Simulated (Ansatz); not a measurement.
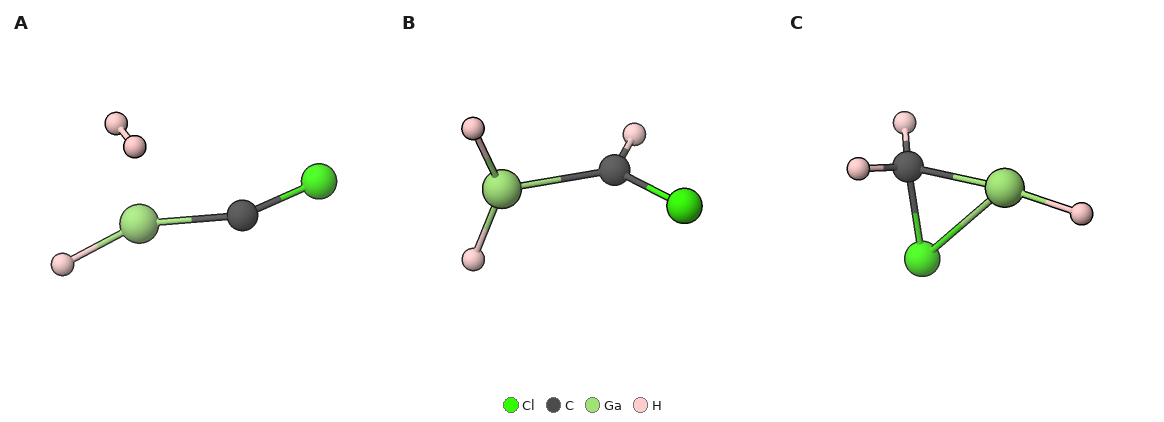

3 stationary structures of one formula. State: charge +1, singlet. Geometries: PBE0-D4/def2-TZVP. Electronic energies: RHF-CCSD(T) (frozen core)/def2-TZVPP (Ansatz 0.2.0), without zero-point energy. No frequency run is at hand to confirm each as a minimum.

**Which structure is the most stable?**

C is lowest (Cs); B lies 2.000 eV above it (Cs), A lies 4.222 eV above it (C1).
